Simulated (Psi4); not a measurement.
# AlH3S3 (SMILES [SH][Al]([SH])[SH]), step by step

Wanted: a series of 9 runs (PBE0-D4/def2-TZVP, PBE-D4/def2-TZVPP, r2SCAN-D4/def2-TZVPP, B3LYP-D4/def2-TZVPP, PBE0-D4/def2-TZVPP, wB97M-V/def2-TZVPP, CCSD(T)/def2-TZVPP, MP2/def2-QZVPP) of AlH3S3. 

The results are computed with Psi4 1.11.

## Step 1: Starting point

The species is AlH3S3 (7 atoms), meant as a singlet with charge 0. SMILES: `[SH][Al]([SH])[SH]`. The run starts from this shape.

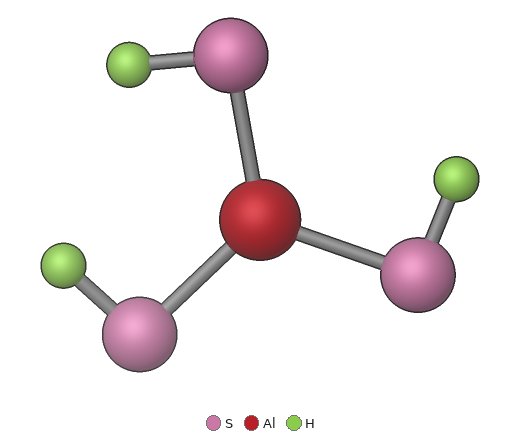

The structure, seen from a chosen angle (sulfur pink, aluminium red, hydrogen green).

## Step 2: A geometry optimisation at PBE0-D4/def2-TZVP (density fitting) (run 2)

Input file job.in:

```
memory 3300 mb

molecule system {
  0 1
  S     -2.331080     0.758230    -0.202310
  Al    -0.281380     0.035060    -0.175510
  S      0.930520     0.347740     1.609680
  S      0.439990    -0.968590    -1.968470
  H     -2.274660     1.153700     1.081770
  H      1.970500    -0.361040     1.138870
  H      1.695400    -1.075310    -1.501080
  units angstrom
  symmetry c1
}

set {
  basis def2-TZVP
  scf_type df
  geom_maxiter 50
  max_force_g_convergence 0.0002
}

optimize("pbe0-d4")
```

Run with:

```console
$ psi4 -n 2 job.in job.out
```

job.out:

```text
[...]
  Running in c1 symmetry.
[...]
  Nuclear repulsion =  299.516592872319393
[...]
  Multiplicity = 1
[...]
  Nalpha       = 32
  Nbeta        = 32
[...]
    Number of basis functions: 166
[...]
   @DF-RKS iter   1: -1438.30920521266285   -2.13929e-01   4.34755e-03 DIIS/ADIIS
[...]
   @DF-RKS iter  11: -1438.47311839897520   -6.36646e-12   5.69769e-09 DIIS
[...]
    Orbital Energies [Eh]
    ---------------------
    Doubly Occupied:
       1A    -89.028162     2A    -89.026674     3A    -89.023729
       4A    -56.190908     5A     -8.009464     6A     -8.007940
       7A     -8.005071     8A     -5.945218     9A     -5.943687
      10A     -5.941758    11A     -5.940775    12A     -5.940232
      13A     -5.939093    14A     -5.937576    15A     -5.937370
      16A     -5.934738    17A     -4.220008    18A     -2.752715
      19A     -2.748266    20A     -2.748221    21A     -0.763609
      22A     -0.746231    23A     -0.745255    24A     -0.461864
      25A     -0.441543    26A     -0.419519    27A     -0.393805
      28A     -0.333952    29A     -0.325547    30A     -0.314012
      31A     -0.287172    32A     -0.284316
[...]
  @DF-RKS Final Energy: -1438.47311839897520
   => Energetics <=
    Nuclear Repulsion Energy =            299.5165928723193929
    One-Electron Energy =               -2586.9716154700199695
    Two-Electron Energy =                 921.8024769665876192
    DFT Exchange-Correlation Energy =     -72.8137525723746819
    Empirical Dispersion Energy =          -0.0068201954880696
    VV10 Nonlocal Energy =                  0.0000000000000000
    Total Energy =                      -1438.4731183989754300
[...]
 Multipole Moments:
 ------------------------------------------------------------------------------------
     Multipole            Electronic (a.u.)      Nuclear  (a.u.)        Total (a.u.)
 ------------------------------------------------------------------------------------
 L = 1.  Multiply by 2.5417464519 to convert [e a0] to [Debye]
 Dipole X            :         -1.5813109            2.1154519            0.5341410
 Dipole Y            :          0.2717494           -0.3726907           -0.1009413
 Dipole Z            :         -0.8872508            1.1649105            0.2776597
 Magnitude           :                                                    0.6104020
[...]
  -Total Gradient:
     Atom            X                  Y                   Z
    ------   -----------------  -----------------  -----------------
       1        0.000092920931    -0.000030899828    -0.000019805714
       2       -0.000148977282     0.000068828183     0.000016250711
       3        0.000092614249    -0.000035029876    -0.000039893350
       4        0.000027576498    -0.000026671656    -0.000020790945
       5       -0.000055534584    -0.000002483939    -0.000041344261
       6       -0.000050765505     0.000013465191     0.000046951560
       7       -0.000025656752     0.000037306006     0.000000353369
[...]
    Final optimized geometry and variables:
    Molecular point group: c1
    Full point group: C1
    Geometry (in Angstrom), charge = 0, multiplicity = 1:
    S           -2.038028923093     0.718098290297    -0.027995717333
    AL           0.011671076907    -0.005071709703    -0.001195717333
    S            1.223571076907     0.307608290297     1.783994282667
    S            0.733041076907    -1.008721709703    -1.794155717333
    H           -1.981608923093     1.113568290297     1.256084282667
    H            2.263551076907    -0.401171709703     1.313184282667
    H            1.988451076907    -1.115441709703    -1.326765717333
    Psi4 run time: 0:00:15.42
```

On the terminal:

```text
Optimizer: Optimization complete!
```

It took 17 s on 2 threads of AMD EPYC 7R43 (Zen 3), shared host; peak memory 0.87 GiB.

## Step 3: Vibrational wavenumbers at PBE0-D4/def2-TZVP (density fitting) (run 3)

Input file job.inp:

```
memory 3300 MB

molecule {
  0 1
  S
  Al 1 2.173698
  S 2 2.180223 1 119.11299
  S 2 2.177704 1 117.09933 3 -179.87191
  H 1 1.344783 2 92.66537 4 175.5823
  H 3 1.343722 2 93.88013 1 174.78232
  H 4 1.343837 2 93.42264 1 174.42049
  units angstrom
  symmetry c1
}

set globals {
  basis def2-TZVP
  scf_type df
  rotational_symmetry_number 1
}

e, wfn = freq('pbe0-d4', return_wfn=True)
print_variables()
```

Run with:

```console
$ psi4 -i job.inp -o job.out -n 2
```

job.out (excerpt; [...] marks lines left out):

```text
[...]
  Running in c1 symmetry.
[...]
  Nuclear repulsion =  299.516596370066395
[...]
  Multiplicity = 1
[...]
  Nalpha       = 32
  Nbeta        = 32
[...]
    Number of basis functions: 166
[...]
   @DF-RKS iter   1: -1438.30920520340464   -2.13929e-01   4.34755e-03 DIIS/ADIIS
[...]
   @DF-RKS iter  11: -1438.47311565512200   -7.73070e-12   5.70429e-09 DIIS
[...]
  @DF-RKS Final Energy: -1438.47311565512200
   => Energetics <=
    Nuclear Repulsion Energy =            299.5166310192789183
    One-Electron Energy =               -2586.9716844220270104
    Two-Electron Energy =                 921.8025148134543088
    DFT Exchange-Correlation Energy =     -72.8137568831708535
    Empirical Dispersion Energy =          -0.0068201826575318
    VV10 Nonlocal Energy =                  0.0000000000000000
    Total Energy =                      -1438.4731156551220010
[...]
 Multipole Moments:
[...]
  -Total Gradient:
     Atom            X                  Y                   Z
    ------   -----------------  -----------------  -----------------
       1       -0.000009707099     0.000027990546     0.000092136478
       2       -0.000012461939    -0.000044434810    -0.000163567673
       3       -0.000087707193    -0.000293395638    -0.000670119311
       4       -0.000074056475    -0.000293464036     0.000827938261
       5        0.000004464953     0.000046515445    -0.000048262552
       6        0.000098653595     0.000295573021     0.000739282411
       7        0.000059318254     0.000314229146    -0.000851589934
[...]
  ==> Harmonic Vibrational Analysis <==
[...]
  Freq [cm^-1]                 66.8639             110.3738            161.2258
[...]
  IR activ [km/mol]             4.0489              4.9556             12.8202
[...]
  Freq [cm^-1]                 182.6935            221.5088            238.1354
[...]
  IR activ [km/mol]            20.0607             12.6657             14.9102
[...]
  Freq [cm^-1]                 354.2500            537.5839            558.6368
[...]
  IR activ [km/mol]             0.2950             64.0186             105.8656
[...]
  Freq [cm^-1]                 606.9143            678.8061            708.0298
[...]
  IR activ [km/mol]            30.5800             15.7860             40.1005
[...]
  Freq [cm^-1]                2706.5735           2711.0351           2714.8061
[...]
  IR activ [km/mol]             2.9123              1.7499              1.5748
[...]
```

On the terminal:

```text
Warning: used thermodynamics relations inappropriate for low-frequency modes: ['66.8639' '110.3738' '161.2258' '182.6935' '221.5088' '238.1354'
 '354.2500' '537.5839' '558.6368' '606.9143']
```

It took 8.1 min on 2 threads of AMD EPYC 7R43 (Zen 3), shared host; peak memory 1 GiB.

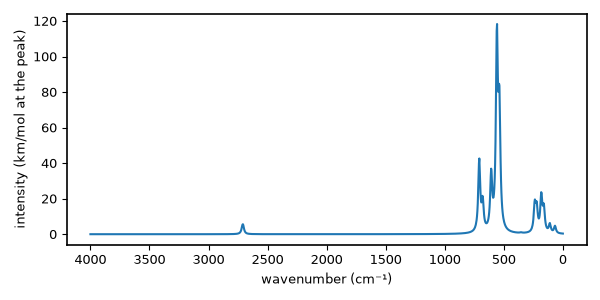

Harmonic infrared spectrum, unscaled, lines broadened by 10 cm⁻¹.

Runs 4 to 5 aren't shown in full; the table further down has their settings and results.

## Step 4: A single-point energy at B3LYP-D4/def2-TZVPP (density fitting) (run 6)

Input file calc.inp:

```
memory 3300 MB

molecule m {
  0 1
  S     -4.40510277     1.43284704    -0.38231049
  Al    -0.53173114     0.06625380    -0.33166583
  S      1.75842795     0.65713336     3.04185435
  S      0.83146060    -1.83036983    -3.71986918
  H     -4.29848443     2.18017703     2.04424903
  H      3.72370533    -0.68226672     2.15215239
  H      3.20384167    -2.03204140    -2.83663009
  units au
  symmetry c1
}

set {
  basis                def2-TZVPP
  reference            rks
  scf_type             df
  dft_radial_points    99
  dft_spherical_points 590
}

e, wfn = energy("b3lyp-d4", return_wfn=True)
print_variables()
```

Run with:

```console
$ psi4 -i calc.inp -o calc.out -n 2
```

calc.out:

```text
[...]
  Running in c1 symmetry.
[...]
  Nuclear repulsion =  299.516593156557917
[...]
  Multiplicity = 1
[...]
  Nalpha       = 32
  Nbeta        = 32
[...]
    Number of basis functions: 210
[...]
   @DF-RKS iter   1: -1438.88308510783145   -1.72215e-01   3.79948e-03 DIIS/ADIIS
[...]
   @DF-RKS iter   8: -1439.08611686376526   -4.15773e-08   3.40873e-07 DIIS
[...]
    Orbital Energies [Eh]
    ---------------------
    Doubly Occupied:
       1A    -88.860875     2A    -88.859560     3A    -88.856866
       4A    -56.066052     5A     -7.939956     6A     -7.938610
       7A     -7.935981     8A     -5.902263     9A     -5.900916
      10A     -5.898618    11A     -5.898252    12A     -5.897274
      13A     -5.895962    14A     -5.894637    15A     -5.894616
      16A     -5.892024    17A     -4.172882    18A     -2.728229
      19A     -2.724112    20A     -2.724096    21A     -0.745155
      22A     -0.728264    23A     -0.727420    24A     -0.450167
      25A     -0.430148    26A     -0.409051    27A     -0.382329
      28A     -0.323648    29A     -0.315544    30A     -0.303314
      31A     -0.276905    32A     -0.274227
[...]
  @DF-RKS Final Energy: -1439.08611686376526
   => Energetics <=
    Nuclear Repulsion Energy =            299.5165931565579172
    One-Electron Energy =               -2587.0828926660597062
    Two-Electron Energy =                 926.6367754567512520
    DFT Exchange-Correlation Energy =     -78.1437615155528249
    Empirical Dispersion Energy =          -0.0128312954620000
    VV10 Nonlocal Energy =                  0.0000000000000000
    Total Energy =                      -1439.0861168637652554
[...]
 Multipole Moments:
 ------------------------------------------------------------------------------------
     Multipole            Electronic (a.u.)      Nuclear  (a.u.)        Total (a.u.)
 ------------------------------------------------------------------------------------
 L = 1.  Multiply by 2.5417464519 to convert [e a0] to [Debye]
 Dipole X            :         -1.6168173            2.1154519            0.4986346
 Dipole Y            :          0.2777570           -0.3726907           -0.0949337
 Dipole Z            :         -0.9067412            1.1649105            0.2581693
 Magnitude           :                                                    0.5694736
[...]
```

Wall time 14 s (2 threads of AMD EPYC 7R43 (Zen 3), shared host); peak memory 1.9 GiB.

Runs 7 to 9 aren't shown in full; the table further down has their settings and results.

## Step 5: A single-point energy at MP2/def2-QZVPP (density fitting, density fitting for correlation) (run 10)

Input file calc.dat:

```
memory 3300 mb

molecule {
  0 1
  S     -2.331080     0.758230    -0.202310
  Al    -0.281380     0.035060    -0.175510
  S      0.930520     0.347740     1.609680
  S      0.439990    -0.968590    -1.968470
  H     -2.274660     1.153700     1.081770
  H      1.970500    -0.361040     1.138870
  H      1.695400    -1.075310    -1.501080
  symmetry c1
}

set basis def2-QZVPP
set reference rhf
set scf_type df
set num_frozen_docc 20

energy('mp2')
```

Run with:

```console
$ psi4 -i calc.dat -o calc.out -n 2
```

calc.out:

```text
[...]
  Running in c1 symmetry.
[...]
  Nuclear repulsion =  299.516592872319393
[...]
  Multiplicity = 1
[...]
  Nalpha       = 32
  Nbeta        = 32
[...]
    Number of basis functions: 370
[...]
   @DF-RHF iter   1: -1436.39700710013085   -5.77043e-01   1.34386e-03 ADIIS/DIIS
[...]
   @DF-RHF iter  11: -1436.49377627347576   -3.68345e-11   4.02322e-09 DIIS
[...]
    Orbital Energies [Eh]
    ---------------------
    Doubly Occupied:
       1A    -91.960057     2A    -91.957783     3A    -91.954000
       4A    -58.527482     5A     -8.963781     6A     -8.961494
       7A     -8.957796     8A     -6.645219     9A     -6.644490
      10A     -6.643899    11A     -6.642920    12A     -6.642189
      13A     -6.641594    14A     -6.639227    15A     -6.638517
      16A     -6.637920    17A     -4.938196    18A     -3.253596
      19A     -3.252391    20A     -3.252222    21A     -0.980593
      22A     -0.959088    23A     -0.957615    24A     -0.589067
      25A     -0.565813    26A     -0.540091    27A     -0.509914
      28A     -0.438485    29A     -0.429675    30A     -0.419902
      31A     -0.389551    32A     -0.385445
[...]
  @DF-RHF Final Energy: -1436.49377627347576
   => Energetics <=
    Nuclear Repulsion Energy =            299.5165928723193929
    One-Electron Energy =               -2586.1807126185353809
    Two-Electron Energy =                 850.1703434727401145
    Total Energy =                      -1436.4937762734757598
[...]
 Multipole Moments:
 ------------------------------------------------------------------------------------
     Multipole            Electronic (a.u.)      Nuclear  (a.u.)        Total (a.u.)
 ------------------------------------------------------------------------------------
 L = 1.  Multiply by 2.5417464519 to convert [e a0] to [Debye]
 Dipole X            :         -1.5632547            2.1154519            0.5521971
 Dipole Y            :          0.2671987           -0.3726907           -0.1054920
 Dipole Z            :         -0.8825892            1.1649105            0.2823213
 Magnitude           :                                                    0.6290911
[...]
```

Wall time 19 s (2 threads of AMD EPYC 7R43 (Zen 3), shared host); peak memory 1.2 GiB.

## Step 6: Overview of the runs

```csv
run,level,task,geom maxiter,energy (Eh),dipole moment (D),HOMO energy (eV),LUMO energy (eV),wall time
2,PBE0-D4/def2-TZVP (density fitting),optimise,50,-1438.473118,1.55,-7.74,-0.64,17 s
3,PBE0-D4/def2-TZVP (density fitting),frequencies,–,-1438.473118,1.55,–,–,8.1 min
4,PBE-D4/def2-TZVPP (density fitting),energy,–,-1438.353143,1.43,-6.52,-1.47,18 s
5,r2SCAN-D4/def2-TZVPP (density fitting),energy,–,-1438.895810,1.51,-6.82,-1.16,30 s
6,B3LYP-D4/def2-TZVPP (density fitting),energy,–,-1439.086117,1.45,-7.46,-0.86,14 s
7,PBE0-D4/def2-TZVPP (density fitting),properties,–,-1438.475211,1.51,-7.74,-0.64,15 s
8,wB97M-V/def2-TZVPP (density fitting),energy,–,-1438.916239,1.45,-9.96,1.02,31 s
9,"CCSD(T)/def2-TZVPP (density fitting, density fitting for correlation)",energy,–,-1437.145988,–,-10.47,2.29,9.1 min
10,"MP2/def2-QZVPP (density fitting, density fitting for correlation)",energy,–,-1437.150950,–,-10.49,1.66,19 s
```

## Step 7: Summary of results

| quantity | value |
| --- | --- |
| run 10, MP2/def2-QZVPP: total energy | -1437.15095 Eh |
| run 10, MP2/def2-QZVPP: HOMO energy (Hartree–Fock orbitals) | -10.49 eV |
| run 10, MP2/def2-QZVPP: LUMO energy (Hartree–Fock orbitals) | 1.66 eV |
| run 10, MP2/def2-QZVPP: HOMO–LUMO gap (Hartree–Fock orbitals) | 12.15 eV |
| run 10, MP2/def2-QZVPP: correlation energy (20 core orbitals frozen) | -657.2 mEh |

Over runs 2, 3, 4, 5, 6, 7, 8 the dipole moment (its size) runs from 1.43 D (PBE-D4/def2-TZVPP) to 1.55 D (PBE0-D4/def2-TZVP). The two ends differ in method and basis. Over runs 2, 4, 5, 6, 7, 8 the HOMO–LUMO gap runs from 5.06 eV (PBE-D4/def2-TZVPP) to 10.98 eV (wB97M-V/def2-TZVPP). Totals of different functionals can't be ranked against each other. All runs together took 20 min, the longest 9.1 min.
